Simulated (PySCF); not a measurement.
System: C4H10O3SSi2.

```csv
atom,x (Å),y (Å),z (Å)
C,-2.7197,0.6003,0.0115
C,-1.3342,0.6713,-0.5794
O,-0.8855,1.7533,-0.9968
C,-0.5238,-0.4996,-0.5940
C,-0.8711,-1.8561,0.0036
Si,0.2845,-0.8953,1.1363
S,2.3706,-0.9131,1.0478
Si,2.7663,0.7384,-0.4495
O,2.8854,-0.0401,-1.8623
O,1.6177,1.8162,-0.4493
H,-3.3138,-0.1394,-0.5222
H,-3.1973,1.5733,-0.0696
H,-2.6724,0.3127,1.0598
H,0.2182,-0.5095,-1.3826
H,-1.9003,-1.9956,0.3034
H,-0.5099,-2.6986,-0.5707
H,-0.3222,-0.2462,2.2798
H,3.9888,1.3139,0.0547
H,3.4468,-0.8036,-1.9711
H,0.6666,1.8284,-0.7928
```

Geometry: GFN2-xTB.

These are results of PBE0/pcSseg-1, SCF density, gas phase, non-relativistic (PySCF), not measurements.

**What can the converged electron density and electron localisation function tell about the bonding?**

C–O (1.24 Å): ρ at the midpoint is about 3 e/Å³; the ELF peaks at about 0.85 between the atoms (a short, strongly polar bond).
C–C (1.42 Å): ρ is about 2 e/Å³ halfway; the ELF peaks at about 0.95 between the atoms: a covalent bond.
O–H (0.95 Å): ρ at the midpoint is about 3.7 e/Å³; the ELF climbs to about 1 towards the hydrogen, as it does in any bond to H (a covalent bond by its length).

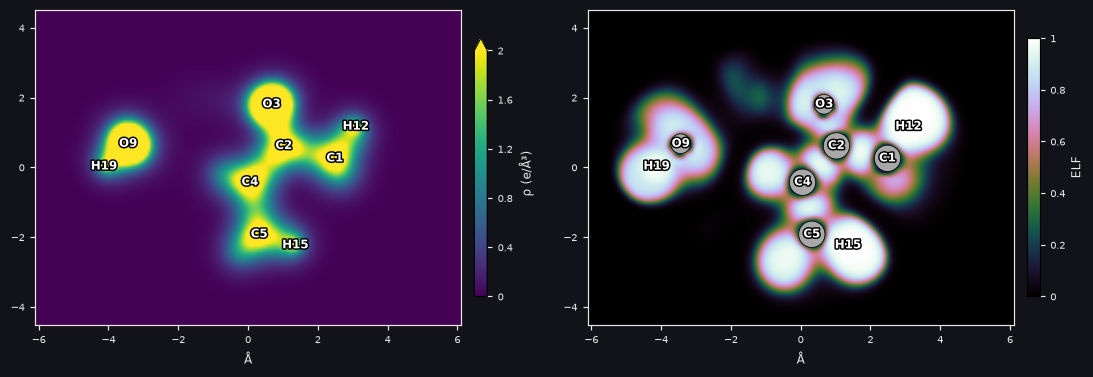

Computed electron density and electron localisation function on the plane of atoms O3, C2 and C4, in this order. Grey discs cover the atomic cores in the ELF map. 
